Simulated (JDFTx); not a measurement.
Ag(100) slab cut from bulk Ag (space group Fm-3m, indices of the conventional cell, lattice of the Materials Project entry mp-124, not re-optimised): 4 atoms in 4 planes, a 1x1 cell of 8.42 Å² (|a| = 2.902, |b| = 2.902 Å), 6.2 Å between the outermost planes, cell height 22.2 Å, 8×8×1 k mesh, Fermi smearing 0.01 Ha, no spin polarisation.

All numbers are PBE, GBRV ultrasoft potentials, plane waves to 20/100 Ha results from JDFTx (a modified build), not measurements. Liquid on both sides: linear PCM (GLSSA13), water, 1 M KCl; nuclei fixed. Potentials are on the SHE scale by the convention U = −μ/e − 4.44 V; references calibrated for a solvation model differ from this value.

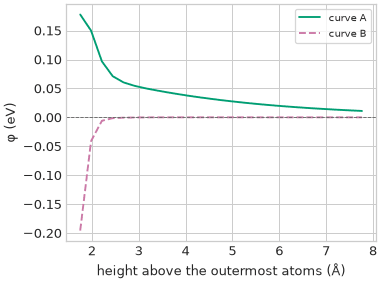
Plane-averaged electrostatic potential energy of an electron for two states of the electrode

One curve is the neutral slab. Which, and what is the sign of the other's charge?

Curve B is neutral (potential of zero charge, -0.40 V). Curve A is negatively charged, -13.6 μC/cm² at -1.30 V.
